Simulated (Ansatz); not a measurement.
Geometry relaxation, with input and output: WH3Cl4OF (part 2 of 2)

WH3Cl4OF; RHF/def2-SVP (Ansatz 0.2.0). It belongs to a series of runs on one base structure; here: end point A relaxed.

Geometry of the input (Å):
```
W  -0.1364  -0.2685  -0.1180
H  0.1341  0.4493  1.3927
Cl 1.6780  -1.3085  0.8433
Cl -1.1442  1.8638  -0.3384
Cl -2.0711  -0.6976  1.1470
Cl -0.7143  -2.2641  -1.1449
O  0.7979  0.3251  -1.5757
H  0.9442  1.1706  -1.9830
F  1.8531  1.8967  0.7157
H  1.3445  1.8737  1.4712
```

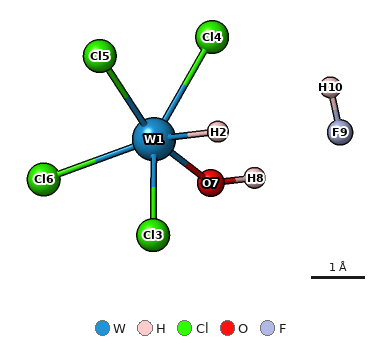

Figure 1. The geometry at step 20 of the log (ball-and-stick view, seen at a tilt; atoms are numbered from 1 in the order of the input).

## Trajectory as extended XYZ, continued
```
10
Properties=species:S:1:pos:R:3:forces:R:3 step=8 energy=-56594.35059
W    -0.2438   -0.4040   -0.1504    0.0567   0.0603  -0.1065
H     0.0258    0.2025    1.3528    0.0075  -0.0144   0.0153
Cl    1.5325   -1.5114    0.8119    0.0093  -0.0536   0.0162
Cl   -1.1763    1.7763   -0.2480    0.0167  -0.0033   0.0067
Cl   -2.2117   -0.8569    1.0382    0.0056   0.0160   0.0013
Cl   -0.7967   -2.3526   -1.2961    0.0291   0.0168  -0.0128
O     0.7973    0.2984   -1.4850   -0.1236  -0.0127   0.1271
H     0.9194    1.1460   -1.8939    0.0214  -0.0289  -0.0297
F     2.1260    2.0880    0.8566    0.0182  -0.0416  -0.0515
H     1.7133    2.6545    1.4238   -0.0410   0.0613   0.0339
10
Properties=species:S:1:pos:R:3:forces:R:3 step=9 energy=-56594.35493
W    -0.2484   -0.4111   -0.1429    0.0786   0.0269  -0.0766
H     0.0420    0.1760    1.3655    0.0164  -0.0106   0.0017
Cl    1.5068   -1.5665    0.8136    0.0006  -0.0220   0.0047
Cl   -1.1620    1.7803   -0.2148    0.0089  -0.0006   0.0098
Cl   -2.2175   -0.8615    1.0275   -0.0389  -0.0027   0.0163
Cl   -0.7927   -2.3433   -1.3250    0.0018   0.0114  -0.0052
O     0.8028    0.3003   -1.4599   -0.0694   0.0235   0.0919
H     0.9269    1.1450   -1.8744    0.0231  -0.0383  -0.0242
F     2.1232    2.0930    0.8615   -0.1975   0.3021   0.2202
H     1.7048    2.7284    1.3586    0.1764  -0.2898  -0.2386
10
Properties=species:S:1:pos:R:3:forces:R:3 step=10 energy=-56594.35772
W    -0.2463   -0.4138   -0.1336    0.0551  -0.0019  -0.0833
H     0.0635    0.1483    1.3807   -0.0045   0.0238  -0.0013
Cl    1.4896   -1.6079    0.8162    0.0110  -0.0329  -0.0060
Cl   -1.1331    1.7903   -0.1829    0.0045  -0.0048   0.0170
Cl   -2.2249   -0.8513    1.0237   -0.0035  -0.0070  -0.0028
Cl   -0.7984   -2.3273   -1.3444   -0.0106   0.0186   0.0137
O     0.8169    0.2990   -1.4374   -0.0696   0.0164   0.0992
H     0.9482    1.1417   -1.8537    0.0328  -0.0223  -0.0205
F     2.1214    2.1433    0.8074   -0.3109   0.3808   0.3500
H     1.6489    2.7183    1.3338    0.2956  -0.3705  -0.3661
10
Properties=species:S:1:pos:R:3:forces:R:3 step=11 energy=-56594.36243
W    -0.2449   -0.4204   -0.1256    0.0487  -0.0403  -0.0723
H     0.0766    0.1334    1.3909    0.0451  -0.0123   0.0072
Cl    1.4676   -1.6636    0.8159   -0.0260   0.0368  -0.0102
Cl   -1.1144    1.7933   -0.1488    0.0062   0.0045   0.0087
Cl   -2.2229   -0.8508    1.0199   -0.0665  -0.0315   0.0287
Cl   -0.8045   -2.3124   -1.3687   -0.0242   0.0101   0.0127
O     0.8254    0.2992   -1.4142   -0.0032   0.0584   0.0605
H     0.9718    1.1435   -1.8231    0.0329  -0.0330  -0.0166
F     2.1212    2.1744    0.7851   -0.2786   0.3206   0.2774
H     1.6100    2.7437    1.2782    0.2655  -0.3132  -0.2961
10
Properties=species:S:1:pos:R:3:forces:R:3 step=12 energy=-56594.37054
W    -0.2467   -0.4371   -0.1081    0.1256  -0.0723   0.0013
H     0.1235    0.0753    1.4177    0.0257  -0.0245  -0.0603
Cl    1.4130   -1.7834    0.8208   -0.1118   0.0979  -0.0884
Cl   -1.0658    1.8024   -0.0675   -0.0176  -0.0446   0.0152
Cl   -2.2252   -0.8543    1.0100   -0.1813  -0.0379   0.1139
Cl   -0.8350   -2.2730   -1.4293    0.0182   0.0261   0.0323
O     0.8535    0.2991   -1.3505    0.1258   0.2212  -0.0440
H     1.0532    1.1503   -1.7286   -0.0030  -0.1725   0.0577
F     2.0885    2.2682    0.6820   -0.1258   0.1772   0.1577
H     1.5267    2.7932    1.1633    0.1442  -0.1707  -0.1853
10
Properties=species:S:1:pos:R:3:forces:R:3 step=13 energy=-56594.35833 accepted=F
W    -0.2667   -0.4496   -0.0981    0.2167  -0.1477  -0.0135
H     0.1487    0.0184    1.4342   -0.0004  -0.0020  -0.1256
Cl    1.3596   -1.8622    0.8004   -0.1017   0.0545  -0.0493
Cl   -1.0642    1.7980   -0.0060    0.0449   0.0137   0.0111
Cl   -2.2419   -0.8619    1.0223   -0.1308  -0.0731   0.0616
Cl   -0.8470   -2.2473   -1.4763   -0.0169   0.0867   0.0715
O     0.8791    0.3074   -1.2844    0.1168   0.4945  -0.0426
H     1.1321    1.1678   -1.6214   -0.0793  -0.4291   0.1404
F     2.1686    2.3767    0.6359   -1.5635   0.8495   0.7167
H     1.4175    2.7931    1.0032    1.5141  -0.8470  -0.7706
10
Properties=species:S:1:pos:R:3:forces:R:3 step=14 energy=-56594.38246
W    -0.2594   -0.4531   -0.1052    0.1998  -0.0212  -0.0188
H     0.1364    0.0380    1.4222    0.0120  -0.0424  -0.0604
Cl    1.3777   -1.8437    0.8045   -0.1226   0.0790  -0.0620
Cl   -1.0578    1.7931   -0.0300   -0.0203  -0.0491   0.0004
Cl   -2.2408   -0.8696    1.0104   -0.1216  -0.0191   0.0974
Cl   -0.8587   -2.2619   -1.4581    0.0279   0.0460   0.0139
O     0.8789    0.2994   -1.3034    0.0312   0.2140  -0.0148
H     1.0983    1.1519   -1.6699   -0.0088  -0.2087   0.0850
F     2.1150    2.3523    0.6418   -0.1541   0.1575   0.1315
H     1.4962    2.8341    1.0975    0.1564  -0.1560  -0.1722
10
Properties=species:S:1:pos:R:3:forces:R:3 step=15 energy=-56594.39545
W    -0.2649   -0.4582   -0.1007   -0.0173  -0.1375   0.0739
H     0.1541    0.0021    1.4296    0.0173   0.0126  -0.0564
Cl    1.3332   -1.8988    0.7955   -0.0444   0.0157  -0.0244
Cl   -1.0715    1.7826   -0.0095    0.0350   0.0063  -0.0078
Cl   -2.2417   -0.8758    1.0319   -0.0460  -0.0557   0.0247
Cl   -0.8659   -2.2323   -1.4952   -0.0131   0.0557   0.0259
O     0.9031    0.3071   -1.2532    0.0963   0.3267  -0.0647
H     1.1467    1.1617   -1.6012    0.0035  -0.2252   0.0828
F     2.1447    2.4154    0.6014   -0.4335   0.2625   0.2216
H     1.4480    2.8367    1.0113    0.4021  -0.2610  -0.2756
10
Properties=species:S:1:pos:R:3:forces:R:3 step=16 energy=-56594.41111
W    -0.2738   -0.4699   -0.0832    0.3813   0.2079  -0.4098
H     0.1779   -0.0238    1.4419    0.0147  -0.0712   0.0300
Cl    1.2797   -1.9828    0.7805   -0.0995   0.0695  -0.0036
Cl   -1.0524    1.7798    0.0345   -0.0741  -0.0697   0.0531
Cl   -2.2481   -0.9158    1.0468    0.0804   0.0746   0.0121
Cl   -0.9003   -2.1833   -1.5421    0.0342   0.0737   0.0084
O     0.9512    0.3263   -1.1745   -0.2599   0.0113   0.2075
H     1.2378    1.1847   -1.4847   -0.0523  -0.3147   0.1688
F     2.1308    2.4813    0.5010   -0.7398   0.3778   0.3375
H     1.3830    2.8439    0.8896    0.7148  -0.3594  -0.4041
10
Properties=species:S:1:pos:R:3:forces:R:3 step=17 energy=-56594.44120
W    -0.2823   -0.4780   -0.0854    0.4930   0.2070  -0.1656
H     0.1949   -0.1079    1.4572   -0.0177   0.0502  -0.1611
Cl    1.2105   -2.0624    0.7729   -0.0805  -0.0365  -0.0929
Cl   -1.0766    1.7620    0.1048    0.1505   0.0061  -0.0871
Cl   -2.2328   -0.9034    1.0861    0.0053  -0.1579  -0.0718
Cl   -0.9189   -2.1267   -1.6173    0.0213   0.1545   0.1490
O     1.0018    0.3331   -1.0982   -0.3353   0.3527   0.2787
H     1.3634    1.1957   -1.3316   -0.1890  -0.5967   0.2401
F     2.1051    2.5822    0.3639   -0.6905   0.2277   0.2603
H     1.3207    2.8458    0.7575    0.6430  -0.2072  -0.3497
10
Properties=species:S:1:pos:R:3:forces:R:3 step=18 energy=-56594.48454
W    -0.2774   -0.4749   -0.0547    0.1850  -0.1121  -0.5586
H     0.2327   -0.1460    1.4845    0.0339   0.0055   0.0002
Cl    1.1384   -2.1696    0.7314   -0.0275   0.1023   0.0282
Cl   -1.0596    1.7671    0.1363    0.0449  -0.0672   0.0684
Cl   -2.2361   -0.9600    1.0738    0.0227   0.0893   0.0944
Cl   -0.9485   -2.0544   -1.6412    0.0848   0.1674   0.0048
O     1.0300    0.3394   -1.0196    0.1011   0.6484   0.2988
H     1.4646    1.1968   -1.1653   -0.3985  -0.8468   0.1649
F     2.0676    2.6754    0.2262   -0.5198   0.0857   0.1740
H     1.2742    2.8667    0.6384    0.4734  -0.0725  -0.2752
10
Properties=species:S:1:pos:R:3:forces:R:3 step=19 energy=-56594.52759
W    -0.2973   -0.5095   -0.0589    0.5675   0.2916  -0.0912
H     0.2282   -0.1931    1.4780    0.0700  -0.1161  -0.0052
Cl    1.0829   -2.2435    0.7178   -0.1610   0.0462  -0.0626
Cl   -0.9957    1.7509    0.2347   -0.1848  -0.0490   0.0025
Cl   -2.2351   -0.9809    1.1097    0.0172   0.0170  -0.0906
Cl   -0.9523   -1.9796   -1.7496    0.0006   0.0431   0.0761
O     1.0688    0.3205   -0.9114    0.1718   0.7114   0.1233
H     1.5353    1.1758   -0.9902   -0.4916  -0.9421   0.1517
F     2.0207    2.7299    0.0952   -0.3291   0.1087   0.0889
H     1.2302    2.9700    0.4844    0.3395  -0.1107  -0.1930
10
Properties=species:S:1:pos:R:3:forces:R:3 step=20 energy=-56594.57532
W    -0.2842   -0.5230   -0.0297    0.2820   0.1939  -0.0470
H     0.2846   -0.2878    1.5087   -0.0446  -0.0490   0.0138
Cl    0.9938   -2.3615    0.6961   -0.1545   0.0688  -0.1385
Cl   -1.0157    1.7244    0.3012    0.0299  -0.0483  -0.0324
Cl   -2.2451   -0.9995    1.0989    0.0977  -0.0359  -0.0467
Cl   -0.9605   -1.8686   -1.8204    0.1043   0.0636   0.1397
O     1.1221    0.3196   -0.7859    0.1545   0.6123   0.1654
H     1.6073    1.1672   -0.8103   -0.4385  -0.7799   0.0084
F     1.9884    2.8229   -0.0686   -0.1878   0.0044   0.0418
H     1.1951    3.0467    0.3199    0.1569  -0.0299  -0.1046
10
Properties=species:S:1:pos:R:3:forces:R:3 step=21 energy=-56594.59820
W    -0.2755   -0.5136    0.0054    0.0538  -0.2524  -0.0878
H     0.2973   -0.3795    1.5599    0.0329  -0.1087  -0.1107
Cl    0.8775   -2.4832    0.6245   -0.0505   0.2644   0.0203
Cl   -1.0022    1.7292    0.3659    0.0538  -0.0902  -0.0317
Cl   -2.2358   -1.0182    1.1198    0.0755   0.0296  -0.1253
Cl   -0.9034   -1.7706   -1.8753    0.0437   0.2476   0.2452
O     1.1738    0.3187   -0.6660   -0.0740   0.1800   0.1817
H     1.6627    1.1516   -0.6649   -0.1142  -0.2535  -0.0729
F     1.9477    2.8863   -0.2061   -0.0025  -0.0455  -0.0061
H     1.1438    3.1198    0.1466   -0.0185   0.0288  -0.0126
10
Properties=species:S:1:pos:R:3:forces:R:3 step=22 energy=-56594.58821 accepted=F
W    -0.2612   -0.5310    0.0435    0.5112   0.4998   0.5740
H     0.2291   -0.5452    1.6487   -0.0962   0.1662  -0.3826
Cl    0.9087   -2.4881    0.5900    0.1357  -0.1863  -0.0145
Cl   -0.9531    1.7145    0.4198   -0.1361   0.1346   0.1293
Cl   -2.2717   -1.0172    1.0451   -0.2128  -0.0378   0.0943
Cl   -0.8925   -1.6738   -1.8332   -0.1815  -0.3081  -0.5354
O     1.1814    0.3349   -0.6040   -0.0180  -0.3568   0.2217
H     1.6573    1.1666   -0.6251    0.0083   0.0750  -0.0844
F     1.9484    2.9054   -0.2967   -0.0940   0.0448   0.0287
H     1.1394    3.1744    0.0219    0.0834  -0.0313  -0.0311
10
Properties=species:S:1:pos:R:3:forces:R:3 step=23 energy=-56594.61278
W    -0.2624   -0.5210    0.0347   -0.2732  -0.2716   0.3531
H     0.2793   -0.4606    1.6061   -0.0810  -0.0145  -0.0632
Cl    0.9040   -2.4846    0.6050   -0.0482  -0.0023  -0.0072
Cl   -0.9693    1.7216    0.4240    0.0364   0.0039   0.0045
Cl   -2.2693   -1.0191    1.0557   -0.0436  -0.0179   0.0517
Cl   -0.9033   -1.6820   -1.8699   -0.0066  -0.0640  -0.1136
O     1.1900    0.3021   -0.5915    0.3081   0.3043  -0.1417
H     1.6600    1.1370   -0.6263    0.1178   0.0814  -0.0689
F     1.9284    2.8933   -0.2844    0.0528  -0.0424  -0.0330
H     1.1284    3.1537    0.0564   -0.0623   0.0230   0.0184
10
Properties=species:S:1:pos:R:3:forces:R:3 step=24 energy=-56594.62196
W    -0.2519   -0.5202    0.0627    0.1439   0.1416  -0.1013
H     0.2562   -0.4979    1.6432   -0.0314  -0.0149  -0.0135
Cl    0.8807   -2.5027    0.6033   -0.0069  -0.0021   0.0190
Cl   -0.9239    1.7257    0.5130   -0.0139  -0.0234   0.0385
Cl   -2.2924   -1.0116    1.0213    0.0520   0.0061  -0.0102
Cl   -0.8669   -1.6327   -1.8890   -0.0123  -0.0204  -0.0084
O     1.2102    0.3181   -0.5650   -0.0966  -0.0518   0.1231
H     1.6923    1.1482   -0.6256   -0.0441  -0.0604  -0.0445
F     1.8973    2.9062   -0.3552   -0.0547   0.0164   0.0241
H     1.0841    3.1075    0.0012    0.0640   0.0091  -0.0269
10
Properties=species:S:1:pos:R:3:forces:R:3 step=25 energy=-56594.62359
W    -0.2460   -0.5223    0.0594    0.1422   0.1215   0.2321
H     0.2271   -0.5283    1.6528   -0.0316   0.0276  -0.0996
Cl    0.8653   -2.5118    0.6111    0.0337  -0.0275  -0.0482
Cl   -0.9050    1.7161    0.5668   -0.0020  -0.0059  -0.0121
Cl   -2.2912   -1.0180    1.0050   -0.0351  -0.0026  -0.0355
Cl   -0.8595   -1.6187   -1.8987   -0.0114  -0.0329  -0.0485
O     1.2237    0.3199   -0.5409   -0.0868  -0.0561   0.0205
H     1.6961    1.1533   -0.6200   -0.0092  -0.0395  -0.0101
F     1.8916    2.9210   -0.3945   -0.0557   0.0112   0.0161
H     1.0836    3.1294   -0.0312    0.0559   0.0042  -0.0147
10
Properties=species:S:1:pos:R:3:forces:R:3 step=26 energy=-56594.62604
W    -0.2435   -0.5234    0.0712    0.0545   0.0827   0.1218
H     0.2180   -0.5373    1.6663   -0.0208  -0.0030  -0.0509
Cl    0.8726   -2.5145    0.6030    0.0309  -0.0171   0.0095
Cl   -0.8983    1.7150    0.5852    0.0042  -0.0167   0.0028
Cl   -2.3046   -1.0181    0.9835   -0.0152   0.0072  -0.0024
Cl   -0.8522   -1.6150   -1.8912   -0.0133  -0.0244  -0.0752
O     1.2237    0.3172   -0.5319   -0.0307  -0.0026   0.0031
H     1.6904    1.1520   -0.6284   -0.0103  -0.0342  -0.0079
F     1.8863    2.9240   -0.4195   -0.0732   0.0176   0.0353
H     1.0932    3.1406   -0.0284    0.0739  -0.0095  -0.0362
10
Properties=species:S:1:pos:R:3:forces:R:3 step=27 energy=-56594.62729
W    -0.2414   -0.5262    0.0841   -0.0062   0.0531   0.0299
H     0.2022   -0.5542    1.6817   -0.0098  -0.0053   0.0000
Cl    0.8829   -2.5153    0.6057   -0.0055  -0.0068   0.0079
Cl   -0.8843    1.7104    0.6237    0.0190  -0.0280   0.0023
Cl   -2.3210   -1.0145    0.9615    0.0258  -0.0033  -0.0144
Cl   -0.8378   -1.5992   -1.8975   -0.0131  -0.0249  -0.0236
O     1.2237    0.3130   -0.5217    0.0152   0.0661  -0.0040
H     1.6854    1.1483   -0.6387   -0.0262  -0.0500   0.0044
F     1.8787    2.9262   -0.4502   -0.1234   0.0327   0.0643
H     1.0974    3.1519   -0.0389    0.1241  -0.0337  -0.0668
10
Properties=species:S:1:pos:R:3:forces:R:3 step=28 energy=-56594.62778
W    -0.2379   -0.5269    0.0911   -0.0393   0.0175   0.0247
H     0.1878   -0.5687    1.6929   -0.0068  -0.0037  -0.0033
Cl    0.8815   -2.5193    0.6077    0.0006   0.0058   0.0045
Cl   -0.8676    1.7070    0.6587   -0.0004  -0.0392   0.0035
Cl   -2.3295   -1.0173    0.9403    0.0305   0.0221  -0.0053
Cl   -0.8310   -1.5921   -1.8988    0.0039  -0.0057  -0.0112
O     1.2264    0.3144   -0.5121    0.0426   0.0652  -0.0239
H     1.6842    1.1503   -0.6420   -0.0305  -0.0572   0.0121
F     1.8731    2.9320   -0.4749   -0.1097   0.0270   0.0572
H     1.0988    3.1610   -0.0531    0.1092  -0.0317  -0.0582
10
Properties=species:S:1:pos:R:3:forces:R:3 step=29 energy=-56594.62811
W    -0.2370   -0.5270    0.0924   -0.0512  -0.0143   0.0312
H     0.1795   -0.5734    1.6963    0.0046  -0.0041  -0.0108
Cl    0.8824   -2.5191    0.6095    0.0006   0.0090   0.0050
Cl   -0.8618    1.7028    0.6772    0.0092  -0.0139  -0.0052
Cl   -2.3326   -1.0129    0.9330    0.0177   0.0042  -0.0153
Cl   -0.8244   -1.5927   -1.9008   -0.0002   0.0059   0.0066
O     1.2262    0.3152   -0.5117    0.0451   0.0605  -0.0214
H     1.6825    1.1509   -0.6453   -0.0239  -0.0437   0.0092
F     1.8697    2.9334   -0.4850   -0.0421   0.0080   0.0220
H     1.1012    3.1633   -0.0559    0.0402  -0.0116  -0.0212
10
Properties=species:S:1:pos:R:3:forces:R:3 step=30 energy=-56594.62822
W    -0.2372   -0.5270    0.0930   -0.0307  -0.0182   0.0200
H     0.1796   -0.5747    1.6965   -0.0040   0.0059  -0.0069
Cl    0.8843   -2.5170    0.6135   -0.0018  -0.0003  -0.0078
Cl   -0.8582    1.7013    0.6837    0.0019   0.0014   0.0003
Cl   -2.3350   -1.0111    0.9271    0.0098   0.0011  -0.0046
Cl   -0.8236   -1.5936   -1.9007    0.0070   0.0024   0.0090
O     1.2248    0.3158   -0.5138    0.0337   0.0319  -0.0131
H     1.6808    1.1511   -0.6477   -0.0158  -0.0237   0.0024
F     1.8678    2.9329   -0.4872    0.0105  -0.0039  -0.0059
H     1.1025    3.1628   -0.0544   -0.0106   0.0034   0.0066
10
Properties=species:S:1:pos:R:3:forces:R:3 step=31 energy=-56594.62825
W    -0.2377   -0.5269    0.0935   -0.0174  -0.0128   0.0078
H     0.1788   -0.5738    1.6969    0.0007  -0.0002  -0.0025
Cl    0.8842   -2.5167    0.6133   -0.0008  -0.0003  -0.0005
Cl   -0.8566    1.7013    0.6861   -0.0041   0.0039   0.0022
Cl   -2.3357   -1.0109    0.9259    0.0061   0.0021  -0.0045
Cl   -0.8211   -1.5944   -1.9004    0.0011   0.0018   0.0047
O     1.2240    0.3159   -0.5146    0.0240   0.0184  -0.0085
H     1.6795    1.1510   -0.6495   -0.0106  -0.0137   0.0011
F     1.8671    2.9325   -0.4883    0.0173  -0.0041  -0.0092
H     1.1034    3.1625   -0.0531   -0.0164   0.0048   0.0094
```

## Key numbers

- outcome: converged
- total energy: −56594.6283 eV
- mean-field energy: −56594.6283 eV
- largest force (length of the vector) at the end: 0.031 eV/Å
- hardware: 4 threads of Arm Neoverse V2, 24 GiB of memory available, shared host
- wall time: 65 s (CPU time 4 min)
- peak memory: 0.48 GiB
